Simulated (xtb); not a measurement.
## Run report: AlHSCl, geometry relaxation (part 3 of 3)

AlHSCl, multiplicity 2; GFN1-xTB (xtb 6.7.1). The geometry comes from this level: PBE0-D4/def2-TZVP.

Geometry of the input (Å):
```
S  0.4398  0.9849  -0.7447
Al -0.3941  -0.5259  0.6091
Cl 0.2262  -2.5074  0.2510
H  -0.2164  1.9881  -0.1356
```

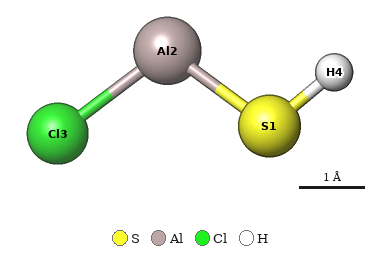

**Figure 1.** The geometry at step 8 of the log (ball-and-stick view, seen at a tilt; atoms are numbered from 1 in the order of the input).

**Trajectory as extended XYZ, continued**
```
4
Properties=species:S:1:pos:R:3 step=7 energy=-268.51423
S     0.3732    0.9401   -0.6521
Al   -0.4792   -0.5757    0.7260
Cl    0.2977   -2.5188    0.1645
H    -0.1363    2.0942   -0.2586
4
Properties=species:S:1:pos:R:3 step=8 energy=-268.51423
S     0.3729    0.9400   -0.6517
Al   -0.4794   -0.5765    0.7265
Cl    0.2979   -2.5189    0.1642
H    -0.1359    2.0950   -0.2593
```

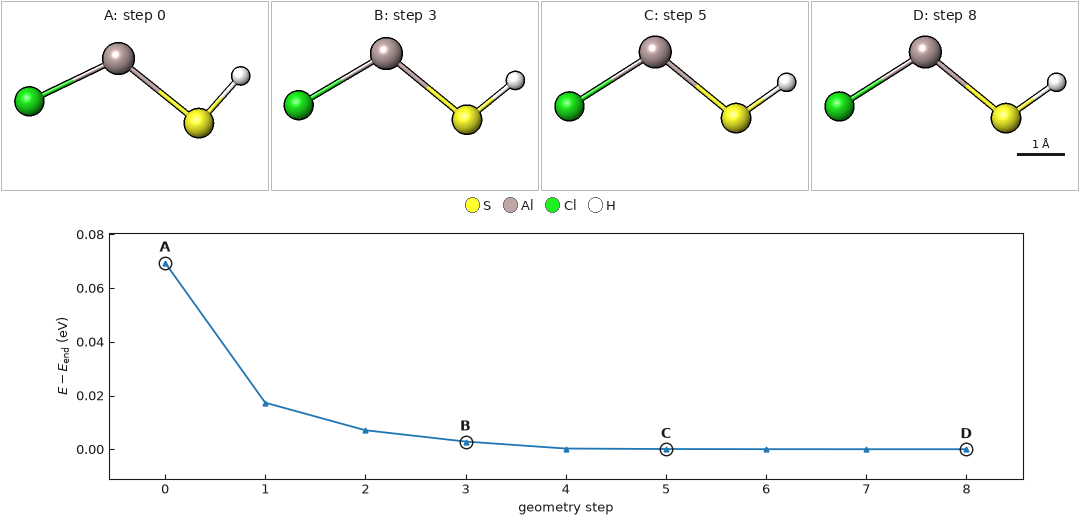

**Figure 2.** Frames of the relaxation (ball-and-stick view, seen at a tilt) above the curves, on which the letters mark them (steps are counted from 0).

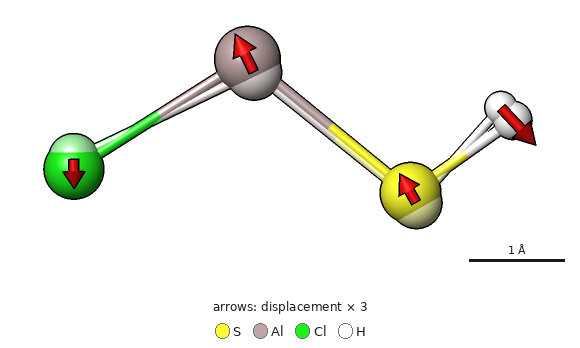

**Figure 3.** Start (faint) and end (solid) with the displacements as red arrows, magnified 3 times (ball-and-stick view, seen at a tilt). The two geometries are laid on each other by the best rigid fit. After 8 geometry steps the energy has fallen by 0.069 eV. H4 moves most after the best rigid fit: 0.19 Å. Largest moves by element: H 0.19 Å, Al 0.15 Å, S 0.12 Å, Cl 0.11 Å. Among the contacts that change: Al2–Cl3 2.107 → 2.166 Å, S1–Al2 2.193 → 2.219 Å, S1–H4 1.345 → 1.322 Å. Among the angles that change: Al2–S1–H4 92.8° → 105.4°, S1–Al2–Cl3 115.5° → 108.3°. (Atoms are counted from 1 in the order of the input.)

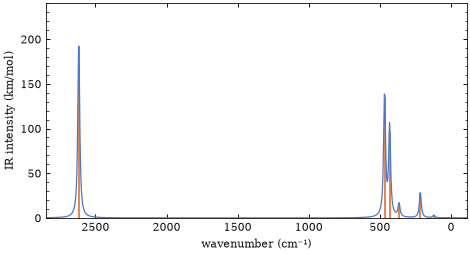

**Figure 4.** Harmonic infrared spectrum, unscaled: sticks (degenerate modes added up, dark ones marked on the axis) with a Lorentzian envelope of 16 cm⁻¹ full width, scaled to the tallest stick. 6 modes from 121 to 2617 cm⁻¹, none imaginary. The strongest line is at 2617 cm⁻¹ (192 km/mol). All modes, in cm⁻¹ (km/mol): 121 (2.9), 216 (27), 365 (14.6), 432 (98), 467 (135), 2617 (192).

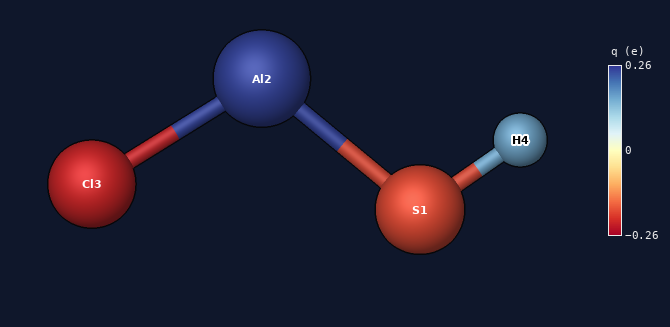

**Figure 5.** Mulliken charges, as the colour of each atom (ball-and-stick view, seen on its broad side; atoms are numbered from 1 in the order of the input). By element: S −0.18, Al +0.25, Cl −0.22 and H +0.15 e.

**Results in brief**

| quantity | value |
| --- | --- |
| outcome | converged |
| electrons treated | 17 |
| total energy | −9.867716 hartree |
| dispersion energy | −0.001393 hartree |
| basis functions | 32 |
| zero-point energy | 0.009606 hartree |
| dipole moment | 5.25 D |
| wavenumbers, lowest and highest | 121 and 2617 cm⁻¹ |
| hardware | 1 thread of Intel Xeon @ 2.50GHz (Skylake/Cascade Lake), 16 GiB of memory available, shared host |
| peak memory | 0.07 GiB |
